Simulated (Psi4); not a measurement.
# A workflow on BNH6 (SMILES [BH3-][NH3+]), part 2 of 2

Psi4 1.11. Earlier steps stand in the parts before.

## Step 4: The vertical excitations at TDA-B3LYP/6-31G(d) (density fitting, Cartesian functions, save jk yes) (run 3)

Contents of job.inp:

```
memory 1600 MB

molecule {
  0 1
  B
  N 1 1.668653
  H 1 1.21123 2 104.53509
  H 1 1.211228 3 113.92436 2 -113.49294
  H 1 1.21123 4 113.92346 3 133.01212
  H 2 1.020328 1 111.18071 4 -59.99279
  H 2 1.020327 6 107.70752 1 122.03999
  H 2 1.020327 7 107.70772 6 -115.91946
  symmetry c1
}

set basis 6-31G*
set reference rks
set save_jk true

from psi4.driver.procrouting.response.scf_response import tdscf_excitations
e, wfn = energy('b3lyp', return_wfn=True)
states = tdscf_excitations(wfn, states=6, tda=True)
print_variables()
```

Command:

```bash
$ psi4 job.inp job.out -n 1
```

job.out:

```text
Psi4 1.11 release

   => Loading Basis Set <=

    Name: 6-31G*
    Role: ORBITAL
    Keyword: BASIS

         ---------------------------------------------------------
                                   SCF
                              RKS Reference
                        1 Threads,   1525 MiB Core
         ---------------------------------------------------------

  ==> Geometry <==

    Molecular point group: c1
    Full point group: C1

    Geometry (in Angstrom), charge = 0, multiplicity = 1:

       Center              X                  Y                   Z               Mass
    ------------   -----------------  -----------------  -----------------  -----------------
         B           -0.000000341510     0.000001439382    -0.921044291286    11.009305360000
         N           -0.000000341510     0.000001439382     0.747608708714    14.003074004430
         H           -0.000000341510     1.172464953820    -1.225030179466     1.007825032230
         H            1.015387432413    -0.586235194053    -1.224997488621     1.007825032230
         H           -1.015375087203    -0.586240034478    -1.225039641637     1.007825032230
         H            0.000117814744    -0.951398803333     1.116264092217     1.007825032230
         H           -0.823990170528     0.475584407992     1.116293924814     1.007825032230
         H            0.823868827731     0.475788947206     1.116299671855     1.007825032230

  Running in c1 symmetry.

  Rotational constants: A =      2.44562  B =      0.58296  C =      0.58296 [cm^-1]
  Rotational constants: A =  73317.97747  B =  17476.69912  C =  17476.68565 [MHz]
  Nuclear repulsion =   40.395958076079225

  Charge       = 0
  Multiplicity = 1
  Electrons    = 18
  Nalpha       = 9
  Nbeta        = 9

  ==> Algorithm <==

  SCF Algorithm Type is DF.
  DIIS enabled.
  MOM disabled.
  Fractional occupation disabled.
  Guess Type is SAD.
  Energy threshold   = 1.00e-06
  Density threshold  = 1.00e-06
  Integral threshold = 1.00e-12

  ==> Primary Basis <==

  Basis Set: 6-31G*
    Blend: 6-31G*
    Number of shells: 24
    Number of basis functions: 42
    Number of Cartesian functions: 42
    Spherical Harmonics?: false
    Max angular momentum: 2

  ==> DFT Potential <==

   => LibXC <=

    Version 7.1.2

   => Composite Functional: B3LYP <=

    B3LYP Hyb-GGA Exchange-Correlation Functional

    Deriv               =              1
    GGA                 =           TRUE
    Meta                =          FALSE

    Exchange Hybrid     =           TRUE
    MP2 Hybrid          =          FALSE

   => Exchange Functionals <=

    0.0800   Slater exchange
    0.7200         Becke 88

   => Exact (HF) Exchange <=

    0.2000               HF

   => Correlation Functionals <=

    0.1900   Vosko, Wilk & Nusair (VWN5_RPA)
    0.8100   Lee, Yang & Parr

   => LibXC Density Thresholds  <==

    XC_HYB_GGA_XC_B3LYP:  1.00E-15

   => Molecular Quadrature <=

    Radial Scheme          =       TREUTLER
    Pruning Scheme         =           NONE
    Nuclear Scheme         =       TREUTLER

    Blocking Scheme        =         OCTREE
    BS radius alpha        =              1
    Pruning alpha          =              1
    Radial Points          =             75
    Spherical Points       =            302
    Total Points           =         172858
    Total Blocks           =           1334
    Max Points             =            256
    Max Functions          =             42
    Weights Tolerance      =       1.00E-15

   => Loading Basis Set <=

    Name: (6-31G* AUX)
    Role: JKFIT
    Keyword: DF_BASIS_SCF

  ==> Integral Setup <==

  DFHelper Memory: AOs need 0.005 GiB; user supplied 0.913 GiB.
  SCF_SUBTYPE=INCORE selected. In-core MEM_DF algorithm will be used.
  Using in-core AOs.

  ==> MemDFJK: Density-Fitted J/K Matrices <==

    J tasked:                   Yes
    K tasked:                   Yes
    wK tasked:                   No
    Memory [MiB]:               934
    Algorithm:                 Core
    Schwarz Cutoff:           1E-12
    Mask sparsity (%):       0.0000
    Fitting Condition:        1E-10

   => Auxiliary Basis Set <=

  Basis Set: (6-31G* AUX)
    Blend: CC-PVDZ-JKFIT
    Number of shells: 102
    Number of basis functions: 312
    Number of Cartesian functions: 312
    Spherical Harmonics?: false
    Max angular momentum: 3

  Cached 100.0% of DFT collocation blocks in 0.205 [GiB].

  Minimum eigenvalue in the overlap matrix is 8.8077175852E-03.
  Reciprocal condition number of the overlap matrix is 1.3810198778E-03.
    Using symmetric orthogonalization.

  ==> Pre-Iterations <==

  SCF Guess: Superposition of Atomic Densities via on-the-fly atomic UHF (no occupation information).

   -------------------------
    Irrep   Nso     Nmo
   -------------------------
     A         42      42
   -------------------------
    Total      42      42
   -------------------------

  ==> Iterations <==

                           Total Energy        Delta E     RMS |[F,P]|

   @DF-RKS iter SAD:   -82.68419884193966   -8.26842e+01   0.00000e+00
   @DF-RKS iter   1:   -83.00974116791599   -3.25542e-01   1.48276e-02 ADIIS/DIIS
   @DF-RKS iter   2:   -82.95555271207813    5.41885e-02   1.73545e-02 ADIIS/DIIS
   @DF-RKS iter   3:   -83.20989877469609   -2.54346e-01   1.88886e-03 ADIIS/DIIS
   @DF-RKS iter   4:   -83.21308944594098   -3.19067e-03   4.06424e-04 ADIIS/DIIS
   @DF-RKS iter   5:   -83.21324974436874   -1.60298e-04   4.53935e-05 DIIS
   @DF-RKS iter   6:   -83.21325181655753   -2.07219e-06   5.86501e-06 DIIS
   @DF-RKS iter   7:   -83.21325184448209   -2.79246e-08   7.08361e-07 DIIS
  Energy and wave function converged.

  ==> Post-Iterations <==

   Electrons on quadrature grid:
      Ntotal   =   17.9999876699 ; deviation = -1.233e-05

    Orbital Energies [Eh]
    ---------------------

    Doubly Occupied:

       1A    -14.413884     2A     -6.674735     3A     -0.947664
       4A     -0.549124     5A     -0.549123     6A     -0.503918
       7A     -0.346647     8A     -0.267299     9A     -0.267297

    Virtual:

      10A      0.027426    11A      0.104405    12A      0.104408
      13A      0.186234    14A      0.221858    15A      0.221862
      16A      0.249644    17A      0.460137    18A      0.460142
      19A      0.484355    20A      0.665330    21A      0.665334
      22A      0.673432    23A      0.803198    24A      0.838402
      25A      0.838404    26A      0.901635    27A      0.972033
      28A      0.972034    29A      1.011125    30A      1.308968
      31A      1.308976    32A      1.442826    33A      1.690005
      34A      1.770073    35A      1.770087    36A      1.900975
      37A      1.900984    38A      2.323727    39A      2.323729
      40A      2.389166    41A      3.550308    42A      3.763043

    Final Occupation by Irrep:
              A
    DOCC [     9 ]
    NA   [     9 ]
    NB   [     9 ]

  @DF-RKS Final Energy:   -83.21325184448209

   => Energetics <=

    Nuclear Repulsion Energy =             40.3959580760792250
    One-Electron Energy =                -190.4874622697249151
    Two-Electron Energy =                  77.5720809243339460
    DFT Exchange-Correlation Energy =     -10.6938285751703539
    Empirical Dispersion Energy =           0.0000000000000000
    VV10 Nonlocal Energy =                  0.0000000000000000
    Total Energy =                        -83.2132518444820874

Computation Completed

Properties will be evaluated at   0.000000,   0.000000,   0.000000 [a0]

Properties computed using the SCF density matrix

 Multipole Moments:

 ------------------------------------------------------------------------------------
     Multipole            Electronic (a.u.)      Nuclear  (a.u.)        Total (a.u.)
 ------------------------------------------------------------------------------------

 L = 1.  Multiply by 2.5417464519 to convert [e a0] to [Debye]
 Dipole X            :         -0.0000134            0.0000083           -0.0000051
 Dipole Y            :          0.0000182           -0.0000349           -0.0000167
 Dipole Z            :          1.6334827            0.5703758            2.2038586
 Magnitude           :                                                    2.2038586

 ------------------------------------------------------------------------------------

	total time  =          3 seconds =       0.05 minutes

******************************************************************************************
**********                               WARNING                                **********
**********       The names of excited state variables changed between 1.5       **********
**********     and 1.6. For a quick solution, remove the symmetry specifier     **********
**********   from the variable name. For full details, see 'Notes on Psivars'   **********
**********                        in the documentation.                         **********
******************************************************************************************

         ---------------------------------------------------------
                         TDSCF excitation energies
         ---------------------------------------------------------

  ==> Options <==

     Residual threshold  : 1.0000e-04
     Initial guess       : denominators
     Reference           : RHF
     Solver type         : TDA (Davidson)

  ==> Requested Excitations <==

      6 singlet states with A symmetry

  ==> Seeking the lowest 6 singlet states with A symmetry

                         Generalized Davidson Solver

  ==> Options <==

    Max number of iterations        = 60
    Eigenvector tolerance           = 1.0000e-04
    Max number of expansion vectors = 1200

  => Iterations <=
                           Max[D[value]]     Max[|R|]   # vectors
  DavidsonSolver iter   1:   3.32463e-01  2.52386e-02     24
  DavidsonSolver iter   2:   4.34885e-04  5.67420e-03     30
  DavidsonSolver iter   3:   3.24952e-05  8.14318e-04     36
  DavidsonSolver iter   4:   7.98586e-07  1.19969e-04     37
  DavidsonSolver iter   5:   1.20557e-08  9.69719e-05     38      Converged

******************************************************************************************
**********                               WARNING                                **********
**********  Length-gauge rotatory strengths are **NOT** gauge-origin invariant  **********
******************************************************************************************

                                    Excitation Energy         Total Energy        Oscillator Strength             Rotatory Strength
     #   Sym: GS->ES (Trans)        au              eV              au          au (length)    au (velocity)    au (length)    au (velocity)
    ---- -------------------- --------------- --------------- --------------- --------------- --------------- --------------- ---------------
     1        A->A (1 A)       0.25573         6.95864        -82.95753        0.0002          0.0008          0.0000          0.0000
     2        A->A (1 A)       0.25573         6.95870        -82.95752        0.0002          0.0008          0.0000         -0.0000
     3        A->A (1 A)       0.33072         8.99941        -82.88253        0.0054          0.0087         -0.0000         -0.0000
     4        A->A (1 A)       0.33091         9.00450        -82.88234        0.0000          0.0000          0.0000          0.0000
     5        A->A (1 A)       0.33231         9.04274        -82.88094        0.0016          0.0006         -0.0000         -0.0000
     6        A->A (1 A)       0.33231         9.04275        -82.88094        0.0016          0.0006         -0.0000         -0.0000

Contributing excitations
Only contributions with abs(coeff) > 1.00e-01 will be printed:

Excited State    1 (1 A):   0.25573 au   178.17 nm f = 0.0002
  Sums of squares: Xssq =  1.000000e+00
      9a  ->  10a    -0.997835 (99.567%)

Excited State    2 (1 A):   0.25573 au   178.17 nm f = 0.0002
  Sums of squares: Xssq =  1.000000e+00
      8a  ->  10a    -0.997835 (99.567%)

Excited State    3 (1 A):   0.33072 au   137.77 nm f = 0.0054
  Sums of squares: Xssq =  1.000000e+00
      7a  ->  10a    -0.648250 (42.023%)
      8a  ->  11a     0.512192 (26.234%)
      8a  ->  12a    -0.160972 ( 2.591%)
      9a  ->  11a    -0.161372 ( 2.604%)
      9a  ->  12a    -0.511725 (26.186%)

Excited State    4 (1 A):   0.33091 au   137.69 nm f = 0.0000
  Sums of squares: Xssq =  1.000000e+00
      8a  ->  11a    -0.212574 ( 4.519%)
      8a  ->  12a    -0.672959 (45.287%)
      9a  ->  11a    -0.675636 (45.648%)
      9a  ->  12a     0.212353 ( 4.509%)

Excited State    5 (1 A):   0.33231 au   137.11 nm f = 0.0016
  Sums of squares: Xssq =  1.000000e+00
      8a  ->  11a    -0.678050 (45.975%)
      8a  ->  12a    -0.199292 ( 3.972%)
      9a  ->  11a     0.198664 ( 3.947%)
      9a  ->  12a    -0.678244 (46.001%)

Excited State    6 (1 A):   0.33231 au   137.11 nm f = 0.0016
  Sums of squares: Xssq =  1.000000e+00
      8a  ->  11a     0.198659 ( 3.947%)
      8a  ->  12a    -0.679425 (46.162%)
      9a  ->  11a     0.676867 (45.815%)
      9a  ->  12a     0.199297 ( 3.972%)

******************************************************************************************
**********                               WARNING                                **********
**********       The names of excited state variables changed between 1.5       **********
**********     and 1.6. For a quick solution, remove the symmetry specifier     **********
**********   from the variable name. For full details, see 'Notes on Psivars'   **********
**********                        in the documentation.                         **********
******************************************************************************************

  Variable Map:
  ----------------------------------------------------------------------------
  "CURRENT ENERGY"              =>     -83.213251844482
  "CURRENT REFERENCE ENERGY"    =>     -83.213251844482
  "DD SOLVATION ENERGY"         =>       0.000000000000
  "DFT FUNCTIONAL TOTAL ENERGY" =>     -83.213251844482
  "DFT TOTAL ENERGY"            =>     -83.213251844482
  "DFT VV10 ENERGY"             =>       0.000000000000
  "DFT XC ENERGY"               =>     -10.693828575170
  "GRID ELECTRONS ALPHA"        =>       8.999993834970
  "GRID ELECTRONS BETA"         =>       8.999993834970
  "GRID ELECTRONS TOTAL"        =>      17.999987669940
  "NUCLEAR REPULSION ENERGY"    =>      40.395958076079
  "ONE-ELECTRON ENERGY"         =>    -190.487462269725
  "PCM POLARIZATION ENERGY"     =>       0.000000000000
  "PE ENERGY"                   =>       0.000000000000
  "SCF ITERATION ENERGY"        =>     -83.213251844482
  "SCF ITERATIONS"              =>       7.000000000000
  "SCF TOTAL ENERGY"            =>     -83.213251844482
  "TWO-ELECTRON ENERGY"         =>      77.572080924334
  "XC GRID RADIAL POINTS"       =>      75.000000000000
  "XC GRID SPHERICAL POINTS"    =>     302.000000000000
  "XC GRID TOTAL POINTS"        =>  172858.000000000000

  Array Variable Map:
  ----------------------------------------------------------------------------
  "CURRENT DIPOLE"              =>      -0.000005111503 ... 2.203858558439 1 by 3
  "SCF DIPOLE"                  =>      -0.000005111503 ... 2.203858558439 1 by 3
  "SCF TOTAL ENERGIES"          =>     -82.684198841940 ... -83.213251844482 1 by 8

    Psi4 run time: 0:00:09.51
```

Wall time 11 s (1 thread of Intel Xeon 6975P-C (Granite Rapids), shared host); peak memory 0.43 GiB.

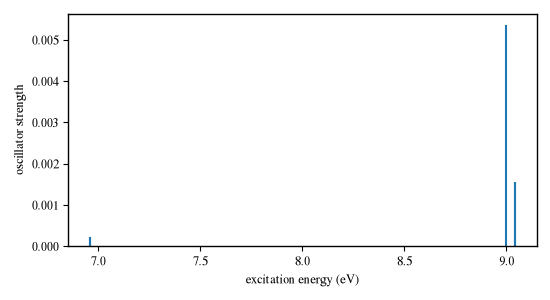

Vertical excitations as sticks.

The roots found:

```csv
excited state,energy (eV),strength,label
1,6.959,0.0002,A 1
2,6.959,0.0002,A 1
3,8.999,0.0054,A 1
4,9.005,0.0000,A 1
5,9.043,0.0016,A 1
6,9.043,0.0016,A 1
```

## Step 5: Outcome

What follows sums up all 2 parts.

| quantity | value |
| --- | --- |
| run 1, B3LYP/6-31G*: total energy at the end | -83.21325 Eh |
| run 1, B3LYP/6-31G*: dipole moment | 5.60 D |
| run 1, B3LYP/6-31G*: HOMO energy | -7.27 eV |
| run 1, B3LYP/6-31G*: LUMO energy | 0.75 eV |
| run 1, B3LYP/6-31G*: HOMO–LUMO gap | 8.02 eV |
| run 2, B3LYP/6-31G*: lowest harmonic wavenumber | 265 cm⁻¹ |
| run 2, B3LYP/6-31G*: highest harmonic wavenumber | 3561 cm⁻¹ |
| run 2, B3LYP/6-31G*: zero-point energy | 184.5 kJ/mol |
| run 2, B3LYP/6-31G*: ideal-gas entropy at 400 K (symmetry number 3 as used) | 61.9 cal/(mol K) |
| run 3, TDA-B3LYP/6-31G*: ground-state or mean-field energy | -83.21325 Eh |
| run 3, TDA-B3LYP/6-31G*: dipole moment (B3LYP Kohn–Sham density) | 5.60 D |
| run 3, TDA-B3LYP/6-31G*: HOMO energy (B3LYP Kohn–Sham orbitals) | -7.27 eV |
| run 3, TDA-B3LYP/6-31G*: LUMO energy (B3LYP Kohn–Sham orbitals) | 0.75 eV |
| run 3, TDA-B3LYP/6-31G*: HOMO–LUMO gap (B3LYP Kohn–Sham orbitals) | 8.02 eV |
| run 3, TDA-B3LYP/6-31G*: lowest excitation energy | 6.96 eV |

What this shows: The optimisation (run 1, B3LYP/6-31G*) took 5 steps and changed the energy by -0.007 eV. All 18 modes (run 2, B3LYP/6-31G*) are real, so the shape is a minimum at this level. The basis has no diffuse functions, so Rydberg states are missing or pushed up, and the true lowest state may lie lower. Roots above 7.3 eV lie over the negative of the HOMO energy, where those of Rydberg kind are poorly described; valence roots are less touched.
